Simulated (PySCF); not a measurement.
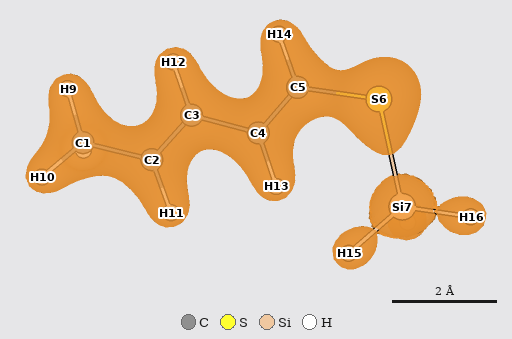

Figure 1: C5H10SSi. Isosurface of the total electron density at 0.8 e/Å³ (orange), seen at a tilt.

Geometry: PBE0-D3(BJ)/def2-SVP.

Theory: PBE0/pcSseg-1, SCF density, gas phase, non-relativistic (PySCF).

Input file:

```
{"job": {"kind": "nmr", "xc": "PBE0", "basis": "pcSseg-1"}, "charge": 0, "multiplicity": 1}
C     -1.974440     0.588490    -2.778860
C     -0.951356     0.294450    -1.737257
C     -0.972733     0.759660    -0.476107
C      0.035441     0.459905     0.519722
C     -0.001855     0.947197     1.774436
S      1.114115     0.698888     3.106068
Si     2.577370    -0.654193     2.300097
H     -1.522939     1.084708    -3.655010
H     -2.773212     1.238816    -2.392931
H     -2.440127    -0.338490    -3.155112
H     -0.118090    -0.355585    -2.035097
H     -1.798711     1.410414    -0.161674
H      0.853417    -0.197170     0.200043
H     -0.826006     1.604171     2.073965
H      1.954032    -1.940532     1.868678
H      3.510486    -0.880537     3.438734
H      3.304721    -0.055360     1.141574
```

Launched as:

```sh
OMP_NUM_THREADS=1 python probes_run.py task.json out
```

### What does this surface tell about the bonding?

At this value the surface falls into five separate pieces. It bridges the sampled C–C (1.34 Å), C–S (1.76 Å) and C–H (1.10 Å) contacts, where the density stays above the isovalue. It is pinched off along the sampled Si–S (2.15 Å) contacts. On the grid the lowest density along these lines, outside the cores, is 2.2 e/Å³ (C–C, 1.34 Å), 1.3 e/Å³ (C–S, 1.76 Å), 0.65 e/Å³ (Si–S, 2.15 Å) and 1.9 e/Å³ (C–H, 1.10 Å).
